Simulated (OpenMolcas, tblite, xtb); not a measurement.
# A ladder of methods for AlNH3OF (SMILES [NH2][Al]([OH])[F])

AlNH3OF: 7 atoms, total charge 0, spin state singlet. SMILES: `[NH2][Al]([OH])[F]`. The shape is that of a PBE0-D4/def2-TZVP optimisation. This is one conformer, not always the lowest.

```xyz
7

N    -0.5698    0.9268   -0.5308
Al   -0.1333   -0.6300    0.1518
O     1.3684   -1.0042    0.8190
F    -1.2656   -1.8221    0.1465
H    -1.4732    1.1302   -0.9251
H     0.0296    1.7323   -0.5867
H     2.1052   -0.4010    0.8795
```

Quantity: the dipole moment, in D. The values are calculated.

| level | kind | program | value (D) |
| --- | --- | --- | --- |
| GFN0-xTB | semi-empirical | xtb | 3.80 |
| IPEA1-xTB | semi-empirical | tblite | 4.64 |
| HF/cc-pVDZ | Hartree–Fock | OpenMolcas | 3.83 |
| SVWN5/cc-pVDZ | LDA | OpenMolcas | 3.60 |
| PBE/cc-pVDZ | GGA | OpenMolcas | 3.47 |
| r2SCAN/cc-pVDZ | meta-GGA | OpenMolcas | 3.56 |
| B3LYP/cc-pVDZ | global hybrid | OpenMolcas | 3.56 |

The values span 3.47 to 4.64 D. Magnitudes only.

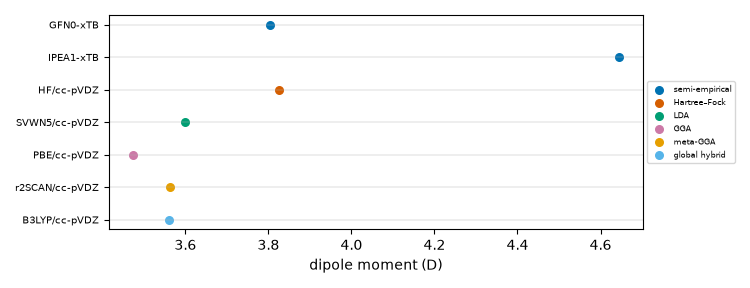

The values of the table, level by level.
